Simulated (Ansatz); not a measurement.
A relaxed structure of Rh. Space group Fm-3m (No. 225), fcc (Cu type). All values below come from PBE (plane waves to 420 eV, PAW, scalar-relativistic; Ansatz, a first-principles code).

```xyz
1
Lattice="0.0000 1.9151 1.9151 1.9151 0.0000 1.9151 1.9151 1.9151 0.0000" Properties=species:S:1:pos:R:3 pbc="T T T"
Rh     0.0000     0.0000     0.0000
```

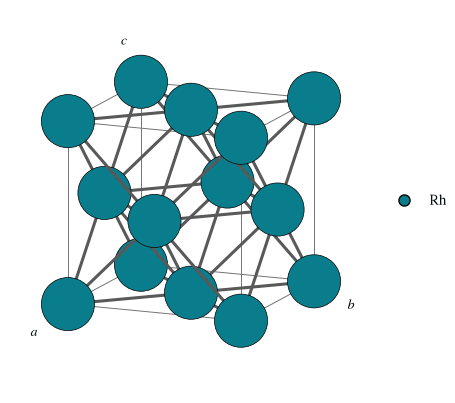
The conventional cell of the relaxed structure

| Quantity | Result |
|---|---|
| Volume per atom | 14.05 Å³ |
| Density | 12.16 g/cm³ |
| Band gap | zero (metallic) |
| Shortest distances | Rh–Rh 2.71 Å |
| k-mesh | 21×21×21 |

No spin polarisation in the result.

Measured for Rh: a 3.794 Å (static lattice; corrected from measurement; as listed in Daniel Mejia-Rodriguez, S. B. Trickey, Phys. Rev. B (2018)). Computed minus measured — a: PBE +1.0 %. The computed values are for a static lattice.

It was reached from a disturbed copy of a R-3m (No. 166) cell, against which it lies -0.57 eV/atom.
